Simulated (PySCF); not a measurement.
Vertical excitations of a molecule C5H8Si from PySCF with TDDFT-PBE0/def2-SVPD, as energy in eV (oscillator strength): 4.91 (0.000), 5.44 (0.192), 6.11 (0.000), 6.64 (0.009), 6.77 (0.096), 6.81 (0.015), 7.07 (0.000), 7.13 (0.023), 7.32 (0.034), 7.45 (0.161). Lowest triplet (TDA): 3.25 eV. Coordinates come from a B3LYP-D3(BJ)/def2-SVP optimisation. One conformer was computed; it need not be the lowest.

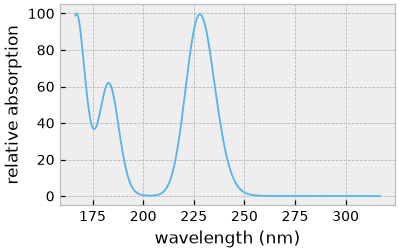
Fig. 1. The lines broadened by 0.4 eV.

Task: Pick the molecule that these values belong to.
A. C#C[SiH2]C(=C)C
B. C=CC#CC[SiH3]
C. C#CC(=C)[SiH2]C
D. C#C[SiH2]C1CC1

Result: C, C#CC(=C)[SiH2]C
